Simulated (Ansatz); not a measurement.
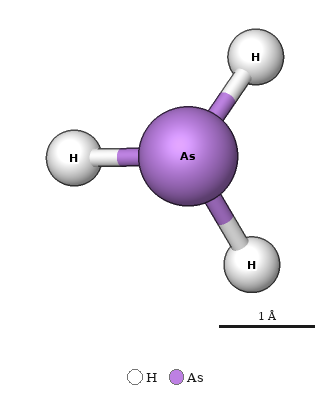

*The input geometry (ball-and-stick view, seen on its broad side).*

**Single-point calculation of AsH3**

System: AsH3.
Method: RKS PBE-D4/def2-TZVPP (Ansatz 0.2.0).

The geometry comes from this level: PBE0-D4/def2-TZVP.

Output:
```
Functional definition: PBE
  name "PBE"
  cite "Perdew, Burke & Ernzerhof, Phys. Rev. Lett. 77, 3865 (1996) doi:10.1103/PhysRevLett.77.3865"
  parent pbe
  parameter kappa = 0.804
  parameter beta = 0.06672455060314922
  exchange = pbe_x(kappa = kappa, mu = beta*pi^2/3)
  correlation = pbe_c(beta = beta)
550 factors; their error is unknown
mean field evaluation 1: about -60879.8676 eV, gradient 1.8e1 eV
mean field evaluation 2: about -60880.2053 eV, gradient 1.4e1 eV
mean field evaluation 4: about -60880.5118 eV, gradient 6.4e-1 eV
mean field evaluation 8: about -60880.5069 eV, gradient 6.5e-3 eV
mean field -60880.50689848 eV, -2237.3173622293 hartree, gradient 2.8e-5 eV, S^2 0.000000; 0 other end points of the search recorded, 0 dependent functions left out
reference -60880.50692782 eV, -2237.3173633077 hartree; 18, 18 occupied and 72, 72 virtual orbitals, 550 factors
Total energy: -60880.54014931 eV, -2237.3185841750 hartree
```

This output came from the following input.

Input:
```yaml
crystal:
  periodic: [false, false, false]
  atoms:
    - {symbol: H, position_ang: [-2.153544, -0.880311, 1.520003]}
    - {symbol: As, position_ang: [-0.816042, -1.601370, 1.438712]}
    - {symbol: H, position_ang: [-1.287063, -2.454293, 0.269901]}
    - {symbol: H, position_ang: [-1.259191, -2.648489, 2.449955]}
basis:
  gaussian: {orbitals: def2-TZVPP}
hamiltonian: {xc: pbe, dispersion: d4}
```

Launched with:
```bash
ansatz run in.yaml --threads 8 --pin off --events-out ev --progress --plain --max-ram 19148MiB
```

Key numbers:

```tsv
quantity	value
outcome	converged
total energy	−60880.5401 eV
mean-field energy	−60880.5069 eV
dispersion energy	−0.0332 eV
SCF solution under orbital rotations	stable
hardware	8 threads of Arm Neoverse V1, 23 GiB of memory available, shared host
peak memory	0.57 GiB
```
